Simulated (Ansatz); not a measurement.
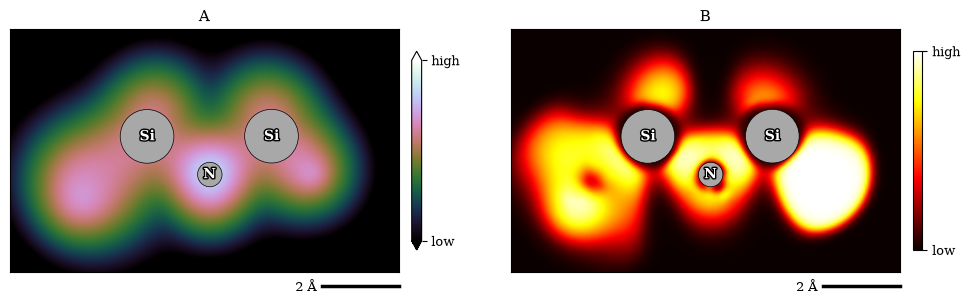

H$_{8}$NSSi$_{2}$ (SMILES [SiH3][NH2+][SiH2]S) (charge +1): 2 fields on the plane of atoms Si3, N1 and Si4, with unlabelled colour scales. Grey discs cover the atomic cores.

Geometry: B3LYP-D3(BJ)/def2-SVP.

Level of theory: isolated molecule in a Gaussian basis; Kohn-Sham density functional theory, functional PBE0 (Ansatz 0.2.0).

Input file:

```
crystal:
  periodic: [false, false, false]
  atoms:
    - symbol: "N"
      position_ang: [1.038040, 0.032601, -0.069894]
    - symbol: S
      position_ang: [2.746446, 2.084355, 1.821096]
    - symbol: Si
      position_ang: [-0.452322, -1.100605, -0.347141]
    - symbol: Si
      position_ang: [1.564193, 0.338248, 1.744463]
    - symbol: H
      position_ang: [-0.133202, -2.284021, 0.479326]
    - symbol: H
      position_ang: [-0.465877, -1.353385, -1.802928]
    - symbol: H
      position_ang: [-1.586365, -0.298815, 0.155415]
    - symbol: H
      position_ang: [1.848082, -0.333805, -0.589976]
    - symbol: H
      position_ang: [0.852821, 0.950756, -0.500462]
    - symbol: H
      position_ang: [2.242765, -0.932490, 2.072251]
    - symbol: H
      position_ang: [0.255445, 0.561829, 2.389219]
    - symbol: H
      position_ang: [3.912621, 1.446471, 1.552522]
basis:
  gaussian:
    orbitals: def2-TZVPD
total_charge: 1
output: {forces: true, orbitals: {seedname: orbitals}}
hamiltonian:
  xc: {name: PBE0}
magnetization:
  spin_polarized: false
```

Run with:

```sh
ansatz run input.yaml --threads 2 --pin off --max-ram 4350MiB --events-out events.jsonl --progress --plain --runs-dir runs
```

Match the panels to the quantities (electron density and electron localisation function).

Panel A: electron density. Panel B: electron localisation function. From the grid: Si–N (1.89 Å): ρ is about 0.81 e/Å³ halfway; the ELF peaks at about 0.95 between the atoms, as expected for a polar covalent bond.
